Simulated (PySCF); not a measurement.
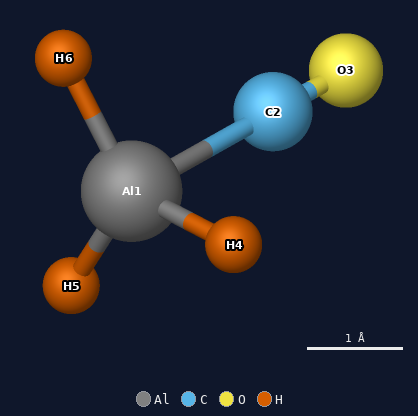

The structure (ball-and-stick view, seen at a tilt; atoms are numbered from 1 in the order of the input). Sticks mark near contacts. Bond lengths as drawn: Al–C 2.19 Å, Al–H 1.60 Å and C–O 1.13 Å.

## Single-point calculation of CH₃AlO

The run: single-point calculation of CH₃AlO (Al(CO)H3). Method and program: MP2/dyall-v2z, RHF, sfX2C (PySCF 2.14.0).

The geometry was optimised with revPBE0/6-31+G** saddle.

## What the program printed
```
PySCF version 2.14.0

[INPUT] num. atoms = 6
[INPUT] num. electrons = 30
[INPUT] charge = 0
[INPUT] spin (= nelec alpha-beta = 2S) = 0
[INPUT] symmetry False subgroup None
[INPUT] Mole.unit = angstrom
[INPUT] Symbol           X                Y                Z      unit          X                Y                Z       unit  Magmom
[INPUT]  1 Al    -0.441674000000  -0.140945000000  -0.770966000000 AA   -0.834642896341  -0.266347448627  -1.456914591351 Bohr   0.0
[INPUT]  2 C      0.349852000000   0.721154000000   1.075959000000 AA    0.661124464131   1.362783553635   2.033267831261 Bohr   0.0
[INPUT]  3 O      0.761032000000   1.168545000000   2.030906000000 AA    1.438142052030   2.208230014230   3.837856124736 Bohr   0.0
[INPUT]  4 H     -0.897136000000  -1.517598000000  -0.094349000000 AA   -1.695341336488  -2.867844587188  -0.178293770127 Bohr   0.0
[INPUT]  5 H      0.949675000000  -0.079475000000  -1.558664000000 AA    1.794625657346  -0.150185983750  -2.945448080219 Bohr   0.0
[INPUT]  6 H     -1.527440000000   1.010639000000  -1.006110000000 AA   -2.886443271706   1.909830920804  -1.901272351186 Bohr   0.0

nuclear repulsion = 78.0935720848084
number of shells = 76
number of NR pGTOs = 134
number of NR cGTOs = 134
basis = dyall-v2z
ecp = {}

******** <class 'pyscf.x2c.sfx2c1e.sfX2C1eRHF'> ********
method = sfX2C1eRHF
initial guess = minao
damping factor = 0
level_shift factor = 0
DIIS = <class 'pyscf.scf.diis.CDIIS'>
diis_start_cycle = 1
diis_space = 8
diis_damp = 0
SCF conv_tol = 1e-09
SCF conv_tol_grad = None
SCF max_cycles = 50
direct_scf = True
direct_scf_tol = 1e-13

******** <class 'pyscf.x2c.sfx2c1e.SpinFreeX2CHelper'> ********
approx = 1e
xuncontract = 1
Set gradient conv threshold to 3.16228e-05
Initial guess from minao.
init E= -356.79162205472
  HOMO = -0.333474601307892  LUMO = 0.0220264810646697  gap/eV = 9.67368
cycle= 1 E= -356.822453603583  delta_E= -0.0308  |g|= 0.594  |ddm|= 1.66
  HOMO = -0.434778297299582  LUMO = 0.00724451903924207  gap/eV = 12.02805
cycle= 2 E= -356.870105257205  delta_E= -0.0477  |g|= 0.509  |ddm|= 0.578
  HOMO = -0.419336555631175  LUMO = 0.0488719625973714  gap/eV = 12.74060
cycle= 3 E= -356.915337759696  delta_E= -0.0452  |g|= 0.0655  |ddm|= 0.197
  HOMO = -0.419487420923693  LUMO = 0.0705378761094919  gap/eV = 13.33427
cycle= 4 E= -356.916475505804  delta_E= -0.00114  |g|= 0.015  |ddm|= 0.0566
  HOMO = -0.419495266385102  LUMO = 0.068785576864084  gap/eV = 13.28680
cycle= 5 E= -356.916575198032  delta_E= -9.97e-05  |g|= 0.00214  |ddm|= 0.022
  HOMO = -0.419526961802535  LUMO = 0.0682485090912774  gap/eV = 13.27305
cycle= 6 E= -356.916577818396  delta_E= -2.62e-06  |g|= 0.000452  |ddm|= 0.0032
  HOMO = -0.41952558728967  LUMO = 0.0683294887956384  gap/eV = 13.27521
cycle= 7 E= -356.916577943437  delta_E= -1.25e-07  |g|= 9.92e-05  |ddm|= 0.000704
  HOMO = -0.419520517450235  LUMO = 0.0683388126174658  gap/eV = 13.27533
cycle= 8 E= -356.916577948225  delta_E= -4.79e-09  |g|= 1.59e-05  |ddm|= 0.000162
  HOMO = -0.419520412761671  LUMO = 0.0683390688812266  gap/eV = 13.27533
cycle= 9 E= -356.916577948335  delta_E= -1.1e-10  |g|= 4.18e-06  |ddm|= 2.83e-05
  HOMO = -0.419520301366712  LUMO = 0.0683394371015813  gap/eV = 13.27534
```

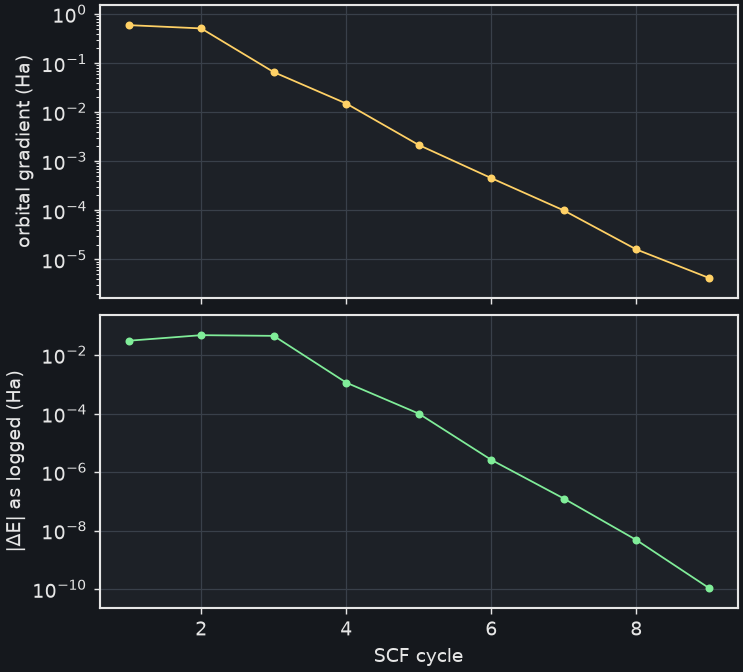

Convergence of the self-consistent field: orbital gradient and size of the energy change against the SCF cycle. The residual falls at every step.

```
Extra cycle  E= -356.91657794834  delta_E= -5.12e-12  |g|= 1.93e-06  |ddm|= 5.47e-06
converged SCF energy = -356.91657794834

******** <class 'pyscf.mp.mp2.RMP2'> ********
nocc = 8, nmo = 127
frozen orbitals 7
E(RMP2) = -357.324382899247  E_corr = -0.407804950906656
E(SCS-RMP2) = -357.326046442709  E_corr = -0.40946849436893
E_corr(same-spin) = -0.0921893615989123
E_corr(oppo-spin) = -0.315615589307744
total energy: -357.32438290 hartree
**** SCF Summaries ****
Total Energy =                        -356.916577948340205
Nuclear Repulsion Energy =              78.093572084808358
One-electron Energy =                 -647.774219995193107
Two-electron Energy =                  212.764069962044516
Two-electron Coulomb Energy =          245.362616158765888
DFT Exchange-Correlation Energy =      -32.598546196721372
HOMO-LUMO gap [eV] =                    13.275339667076983
**** MO energy ****
MO #1   energy= -58.5829447465633  occ= 2
MO #2   energy= -20.7439416727285  occ= 2
MO #3   energy= -11.4421273607885  occ= 2
MO #4   energy= -4.89541658608632  occ= 2
MO #5   energy= -3.19147987307962  occ= 2
MO #6   energy= -3.18941995348009  occ= 2
MO #7   energy= -3.18941878468445  occ= 2
MO #8   energy= -1.58074022045647  occ= 2
MO #9   energy= -0.864238903171696 occ= 2
MO #10  energy= -0.702815612891933 occ= 2
MO #11  energy= -0.693349861830327 occ= 2
MO #12  energy= -0.693347349816222 occ= 2
MO #13  energy= -0.514611895042201 occ= 2
MO #14  energy= -0.41966932338386  occ= 2
MO #15  energy= -0.419520301366712 occ= 2
MO #16  energy= 0.0683394371015813 occ= 0
MO #17  energy= 0.0683511853686214 occ= 0
MO #18  energy= 0.0991709565847991 occ= 0
MO #19  energy= 0.162358015051835  occ= 0
MO #20  energy= 0.16254110789726   occ= 0
MO #21  energy= 0.172034673833733  occ= 0
MO #22  energy= 0.205379226664432  occ= 0
MO #23  energy= 0.280986754058748  occ= 0
MO #24  energy= 0.281022173104216  occ= 0
MO #25  energy= 0.307715798040828  occ= 0
MO #26  energy= 0.307719883242435  occ= 0
MO #27  energy= 0.324606523722717  occ= 0
MO #28  energy= 0.401193174996145  occ= 0
MO #29  energy= 0.452348510102703  occ= 0
MO #30  energy= 0.465850031487238  occ= 0
MO #31  energy= 0.46597353838841   occ= 0
MO #32  energy= 0.496231680459607  occ= 0
MO #33  energy= 0.496292223744848  occ= 0
MO #34  energy= 0.555561101417715  occ= 0
MO #35  energy= 0.585723973472405  occ= 0
MO #36  energy= 0.663972014102877  occ= 0
MO #37  energy= 0.672681341076558  occ= 0
MO #38  energy= 0.672717788502269  occ= 0
MO #39  energy= 0.720726128454858  occ= 0
MO #40  energy= 0.721093679146943  occ= 0
MO #41  energy= 1.01949475918023   occ= 0
MO #42  energy= 1.05168207453855   occ= 0
MO #43  energy= 1.17840278159799   occ= 0
MO #44  energy= 1.20866449066992   occ= 0
MO #45  energy= 1.20894662956406   occ= 0
MO #46  energy= 1.27685685353054   occ= 0
MO #47  energy= 1.27702654882794   occ= 0
MO #48  energy= 1.28509003412737   occ= 0
MO #49  energy= 1.41424911469702   occ= 0
MO #50  energy= 1.41457201111389   occ= 0
MO #51  energy= 1.43081408298525   occ= 0
MO #52  energy= 1.43134380905289   occ= 0
MO #53  energy= 1.46249880754755   occ= 0
MO #54  energy= 1.51659233100057   occ= 0
MO #55  energy= 1.51706406381418   occ= 0
MO #56  energy= 1.6241084043147    occ= 0
MO #57  energy= 1.62434256004609   occ= 0
MO #58  energy= 1.70794044467451   occ= 0
MO #59  energy= 1.87553503413884   occ= 0
MO #60  energy= 1.95155522316056   occ= 0
MO #61  energy= 1.95174644310783   occ= 0
MO #62  energy= 2.09818026384043   occ= 0
MO #63  energy= 2.59639784479789   occ= 0
MO #64  energy= 2.62016379076121   occ= 0
MO #65  energy= 2.62018280823858   occ= 0
MO #66  energy= 2.72110108468856   occ= 0
MO #67  energy= 2.78591018535384   occ= 0
MO #68  energy= 2.78614997795406   occ= 0
MO #69  energy= 2.87133242955842   occ= 0
MO #70  energy= 2.87142539865224   occ= 0
MO #71  energy= 3.01147954869487   occ= 0
MO #72  energy= 3.44396960941133   occ= 0
MO #73  energy= 3.4441578754321    occ= 0
MO #74  energy= 4.11508709074994   occ= 0
MO #75  energy= 4.81517683929673   occ= 0
MO #76  energy= 4.95377590142539   occ= 0
MO #77  energy= 4.95379219892433   occ= 0
MO #78  energy= 5.28876357608713   occ= 0
MO #79  energy= 5.80160428499433   occ= 0
MO #80  energy= 6.08898388712571   occ= 0
MO #81  energy= 6.09872100596791   occ= 0
MO #82  energy= 6.09890513966969   occ= 0
MO #83  energy= 9.14981525018206   occ= 0
MO #84  energy= 9.14981828535828   occ= 0
MO #85  energy= 9.28474569884443   occ= 0
MO #86  energy= 11.8346447016542   occ= 0
MO #87  energy= 11.8347155606808   occ= 0
MO #88  energy= 11.8842675319488   occ= 0
MO #89  energy= 11.9827917435428   occ= 0
MO #90  energy= 18.0479150514828   occ= 0
MO #91  energy= 18.047919343969    occ= 0
MO #92  energy= 18.4970579401507   occ= 0
MO #93  energy= 22.207117939238    occ= 0
MO #94  energy= 26.0073437734992   occ= 0
MO #95  energy= 26.0209945488058   occ= 0
MO #96  energy= 26.0211514021698   occ= 0
MO #97  energy= 31.8290779593093   occ= 0
MO #98  energy= 33.5038834798365   occ= 0
MO #99  energy= 33.5038853474222   occ= 0
MO #100 energy= 33.6794164469622   occ= 0
MO #101 energy= 42.0564249295993   occ= 0
MO #102 energy= 42.0564786379288   occ= 0
MO #103 energy= 42.1203407736445   occ= 0
MO #104 energy= 46.7810317880815   occ= 0
MO #105 energy= 82.147014543369    occ= 0
MO #106 energy= 82.1470175418352   occ= 0
MO #107 energy= 82.474529122548    occ= 0
MO #108 energy= 86.8938634966916   occ= 0
MO #109 energy= 134.806329517535   occ= 0
MO #110 energy= 151.953910124627   occ= 0
MO #111 energy= 151.95392196831    occ= 0
MO #112 energy= 151.988049605499   occ= 0
MO #113 energy= 151.991283543257   occ= 0
MO #114 energy= 151.991340108208   occ= 0
MO #115 energy= 152.128456445602   occ= 0
MO #116 energy= 156.846209726736   occ= 0
MO #117 energy= 156.855732348657   occ= 0
MO #118 energy= 156.855874973228   occ= 0
MO #119 energy= 168.215189164052   occ= 0
MO #120 energy= 311.823901741023   occ= 0
MO #121 energy= 463.471291943806   occ= 0
MO #122 energy= 617.817310266719   occ= 0
MO #123 energy= 664.629616249594   occ= 0
MO #124 energy= 664.629645908507   occ= 0
MO #125 energy= 664.661027836474   occ= 0
MO #126 energy= 1135.42392424227   occ= 0
MO #127 energy= 1521.32858091373   occ= 0
MO #128 energy= 2515.93977183138   occ= 0
MO #129 energy= 4467.54530388845   occ= 0
MO #130 energy= 5025.44753583618   occ= 0
MO #131 energy= 12069.9690792496   occ= 0
MO #132 energy= 16643.3723842181   occ= 0
MO #133 energy= 19534.584102257    occ= 0
MO #134 energy= 57210.4031929355   occ= 0
 ** Mulliken pop on meta-lowdin orthogonal AOs  **
 ** Mulliken pop  **
pop of  0 Al 1s           1.99999
pop of  0 Al 2s           1.99975
pop of  0 Al 3s           0.91940
pop of  0 Al 4s           0.00312
pop of  0 Al 5s           0.00016
pop of  0 Al 6s           0.00002
pop of  0 Al 7s           0.00006
pop of  0 Al 8s           0.00001
pop of  0 Al 9s           0.00000
pop of  0 Al 10s          0.00000
pop of  0 Al 11s          0.00000
pop of  0 Al 12s          0.00000
pop of  0 Al 2px          1.99999
pop of  0 Al 2py          1.99999
pop of  0 Al 2pz          1.99998
pop of  0 Al 3px          0.67051
pop of  0 Al 3py          0.65861
pop of  0 Al 3pz          0.39625
pop of  0 Al 4px          0.00548
pop of  0 Al 4py          0.00537
pop of  0 Al 4pz          0.00319
pop of  0 Al 5px          0.00067
pop of  0 Al 5py          0.00066
pop of  0 Al 5pz          0.00057
pop of  0 Al 6px          0.00012
pop of  0 Al 6py          0.00012
pop of  0 Al 6pz          0.00012
pop of  0 Al 7px          0.00002
pop of  0 Al 7py          0.00002
pop of  0 Al 7pz          0.00007
pop of  0 Al 8px          0.00003
pop of  0 Al 8py          0.00003
pop of  0 Al 8pz          0.00005
pop of  0 Al 9px          0.00005
pop of  0 Al 9py          0.00005
pop of  0 Al 9pz          0.00003
pop of  0 Al 3dxy         0.00640
pop of  0 Al 3dyz         0.00407
pop of  0 Al 3dz^2        0.00234
pop of  0 Al 3dxz         0.00314
pop of  0 Al 3dx2-y2      0.00621
pop of  1 C 1s            1.99999
pop of  1 C 2s            1.35421
pop of  1 C 3s            0.01661
pop of  1 C 4s            0.00132
pop of  1 C 5s            0.00029
pop of  1 C 6s            0.00003
pop of  1 C 7s            0.00003
pop of  1 C 8s            0.00002
pop of  1 C 9s            0.00000
pop of  1 C 10s           0.00000
pop of  1 C 2px           0.60324
pop of  1 C 2py           0.61667
pop of  1 C 2pz           0.92466
pop of  1 C 3px           0.00487
pop of  1 C 3py           0.00520
pop of  1 C 3pz           0.01267
pop of  1 C 4px           0.00045
pop of  1 C 4py           0.00050
pop of  1 C 4pz           0.00162
pop of  1 C 5px           0.00015
pop of  1 C 5py           0.00017
pop of  1 C 5pz           0.00056
pop of  1 C 6px           0.00000
pop of  1 C 6py           0.00000
pop of  1 C 6pz           0.00000
pop of  1 C 7px           0.00003
pop of  1 C 7py           0.00003
pop of  1 C 7pz           0.00009
pop of  1 C 3dxy          0.00167
pop of  1 C 3dyz          0.00396
pop of  1 C 3dz^2         0.00526
pop of  1 C 3dxz          0.00423
pop of  1 C 3dx2-y2       0.00197
pop of  2 O 1s            2.00000
pop of  2 O 2s            1.63080
pop of  2 O 3s            0.00980
pop of  2 O 4s            0.00034
pop of  2 O 5s            0.00061
pop of  2 O 6s            0.00038
pop of  2 O 7s            0.00000
pop of  2 O 8s            0.00003
pop of  2 O 9s            0.00000
pop of  2 O 10s           0.00000
pop of  2 O 2px           1.47988
pop of  2 O 2py           1.48249
pop of  2 O 2pz           1.54219
pop of  2 O 3px           0.00281
pop of  2 O 3py           0.00291
pop of  2 O 3pz           0.00517
pop of  2 O 4px           0.00039
pop of  2 O 4py           0.00038
pop of  2 O 4pz           0.00015
pop of  2 O 5px           0.00046
pop of  2 O 5py           0.00046
pop of  2 O 5pz           0.00060
pop of  2 O 6px           0.00050
pop of  2 O 6py           0.00049
pop of  2 O 6pz           0.00041
pop of  2 O 7px           0.00003
pop of  2 O 7py           0.00003
pop of  2 O 7pz           0.00002
pop of  2 O 3dxy          0.00152
pop of  2 O 3dyz          0.00538
pop of  2 O 3dz^2         0.00605
pop of  2 O 3dxz          0.00500
pop of  2 O 3dx2-y2       0.00119
pop of  3 H 1s            1.18157
pop of  3 H 2s            0.00036
pop of  3 H 3s            0.00214
pop of  3 H 4s            0.00011
pop of  3 H 5s            0.00129
pop of  3 H 6s            0.00009
pop of  3 H 2px           0.00070
pop of  3 H 2py           0.00394
pop of  3 H 2pz           0.00072
pop of  4 H 1s            1.18138
pop of  4 H 2s            0.00036
pop of  4 H 3s            0.00214
pop of  4 H 4s            0.00011
pop of  4 H 5s            0.00129
pop of  4 H 6s            0.00009
pop of  4 H 2px           0.00361
pop of  4 H 2py           0.00024
pop of  4 H 2pz           0.00152
pop of  5 H 1s            1.18142
pop of  5 H 2s            0.00036
pop of  5 H 3s            0.00214
pop of  5 H 4s            0.00011
pop of  5 H 5s            0.00129
pop of  5 H 6s            0.00009
pop of  5 H 2px           0.00258
pop of  5 H 2py           0.00250
pop of  5 H 2pz           0.00029
 ** Mulliken atomic charges  **
charge of    0Al =      0.31337
charge of    1C =      0.43952
charge of    2O =     -0.18046
charge of    3H =     -0.19092
charge of    4H =     -0.19073
charge of    5H =     -0.19077
Dipole moment(X, Y, Z, Debye):  0.70530,  0.76907,  1.64069
```

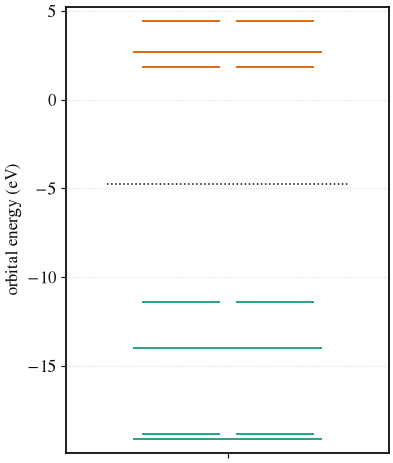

Orbital energies near the frontier (SCF reference); the dotted line parts filled from empty levels, and levels within 0.02 eV of each other stand side by side. Highest filled −11.42 eV, lowest empty 1.86 eV, 13.28 eV apart.

The run was set up as follows.

## The input (input.py)
```python
from pyscf import gto, mp

molecule = gto.M(
    atom=[
    ('Al', (-0.441674, -0.140945, -0.770966)),
    ('C', (0.349852, 0.721154, 1.075959)),
    ('O', (0.761032, 1.168545, 2.030906)),
    ('H', (-0.897136, -1.517598, -0.094349)),
    ('H', (0.949675, -0.079475, -1.558664)),
    ('H', (-1.527440, 1.010639, -1.006110)),
],
    verbose=4,
    max_memory=1860,
    basis='dyall-v2z',
)

calc0 = molecule.RHF()
calc0 = calc0.sfx2c1e()
calc0.kernel()

pt = mp.MP2(calc0, frozen=7).run()
energy = pt.e_tot
print(f'total energy: {energy:.8f} hartree')
calc0.analyze()
```

Launched with:
```bash
OMP_NUM_THREADS=1 python input.py
```

## Key numbers

- outcome: converged
- total energy: −357.324383 hartree
- SCF energy: −356.916578 hartree
- correlation energy: −0.407805 hartree
- basis functions: 134
- HOMO of the SCF reference: −11.42 eV
- LUMO of the SCF reference: 1.86 eV
- hardware: 1 thread of Intel Xeon @ 2.50GHz (Skylake/Cascade Lake), 189 GiB of memory available, shared host
- wall time: 11 s
- peak memory: 0.5 GiB
